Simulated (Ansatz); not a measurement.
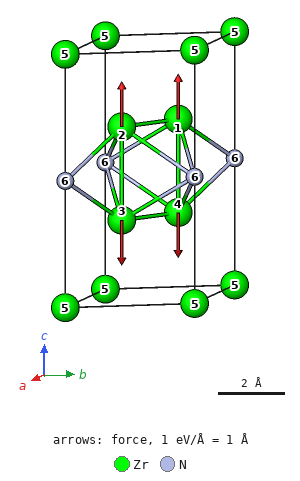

Starting geometry of a crystal of Zr5N (a generated structure, set up in P6/mmm) (coarse preliminary run) with the computed forces as red arrows. Style: ball-and-stick. Shown: the cell of the calculation, slightly off an axis.

Method: DFT PBE, scalar-relativistic, plane waves, PAW in Ansatz 0.2.0. Settings: plane-wave cutoff 420 eV; k-point mesh 6 × 6 × 2; occupations gaussian; smearing width 0.1 eV; no spin polarisation; cell and atoms relaxed; force threshold 0.04 eV/Å; at most 70 steps.

Q: Is this structure relaxed? If not, where do the atoms go?

A: It isn't relaxed: the largest force vector, on Zr atoms, is 1.41 eV/Å. The atoms end up moving mostly along the starting forces (cosine between the two patterns 1.00). The energy falls by 1044 meV per atom in 13 accepted moves (16 points after the start). Largest force component: 1.4 eV/Å at the start, 0.0017 eV/Å at the end. The pressure goes from 16.79 to −0.01 GPa. The line search rejected the trial step at point 9 of the run. The SCF was repeated twice at an unchanged geometry on a basis and grid sized afresh for the cell, which shifted the energy by 43.2 meV per atom at most. The largest moves relative to the cell, 0.36 Å, are those of Zr1, Zr2, Zr3 and Zr4. Zr1 goes along +c. N stays in place. The drawn cell changes as follows: a = b 4.045 → 5.169 Å (+27.8 %), c 7.832 → 5.191 Å (−33.7 %); the volume changes by +8.2 %. Near-neighbour distances that change, for instance: Zr1–Zr4 4.945 → 2.566 Å, Zr5–N6 3.916 → 2.595 Å, Zr1–Zr2 2.335 → 2.984 Å, Zr1–N6 2.745 → 3.260 Å. New bonds form: Zr1–Zr4 (4.95 → 2.57 Å), Zr2–Zr3 (4.95 → 2.57 Å), Zr5–N6 (3.92 → 2.60 Å). The space group stays P6/mmm (No. 191).

Limits of the set-up: the k-point mesh is coarse for a cell with partly filled bands.
